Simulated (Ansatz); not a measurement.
Fields on a plane of Al2Cu (Al2Cu type, space group I4/mcm)

```yaml
crystal:
  lattice:
    - [-3.00102, 3.00102, 2.40723]
    - [3.00102, -3.00102, 2.40723]
    - [3.00102, 3.00102, -2.40723]
  atoms:
    - { symbol: Al, position: [0.65893, 0.15893, 0.81786] }
    - { symbol: Al, position: [0.84107, 0.65893, 0.50000] }
    - { symbol: Al, position: [0.15893, 0.34107, 0.50000] }
    - { symbol: Al, position: [0.34107, 0.84107, 0.18214] }
    - { symbol: Cu, position: [0.25000, 0.25000, 0.00000] }
    - { symbol: Cu, position: [0.75000, 0.75000, 0.00000] }
```

The slice is a (100) plane (indices of the conventional cell) through the point (0.341, 0.841, 0.182) (fractional), spanned by u = [110] and v = [101] in vectors of this cell: u (4.81 Å) and v (6.00 Å, at 90° to u). It covers one period; positions are fractions (u, v).

Atoms on it: Al at (0.50, 0.32); Al at (0.00, 0.00). Other atoms lie within 1 Å of the plane.

The numbers are results of PBEsol (plane waves to 420 eV, PAW, scalar-relativistic; Ansatz, an electronic-structure program), not measurements. k mesh 12×12×12. Inside the PAW spheres the values are not all-electron values, and peaks at nuclei hang on which shells count as valence. Al2Cu is run without spin polarisation. Al2Cu was relaxed with its symmetry unable to fall. The PAW data are Ansatz's earlier set.

```
|xx0687643333467860x|
|0159987655556789951|
|5699987776677789996|
|8998777888888777899|
|8776556789987655677|
|6653334689986433356|
|6542223468864322245|
|6542222356653222245|
|7643222346643222346|
|8864323356653323468|
|9986544567765445689|
|8887767888888767788|
|7778889997799988877|
|5567899841148998765|
|344578840xx04887544|
|23346772xxxx2776433|
|33345761xxxx1675433|
|444456740xx04765444|
|6655567742247765556|
|7777667777777766777|
|4577766667766667775|
|0036765445544567630|
|xx0576433333346750x|
|xx0476533223356740x|
```
Scale: ten equal steps from 0.06 (start of '0') to 0.64 (end of '9'), in the order '0123456789'. Values: electron localisation function (ELF). The map has 19 points along u (one character each, u = 0 at the left) and 24 along v (v = 0 in the bottom row). Points within 0.5 Å of a nucleus are blanked (x), as the pseudised field means little there.

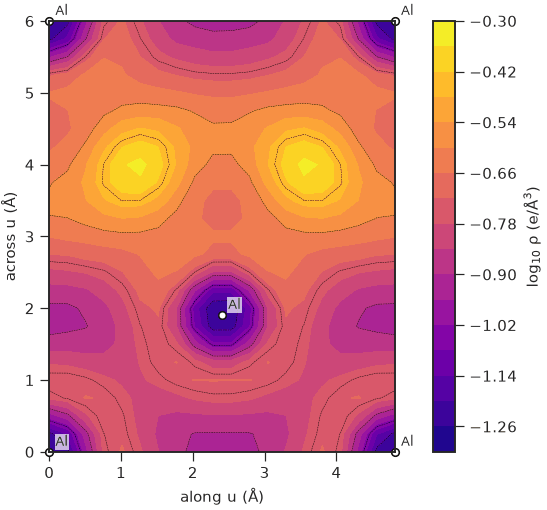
Fig. 1. Log₁₀ of the valence density in e/Å³, one period of the plane, atoms marked. The scale is logarithmic, as a density can span decades between atoms and voids.
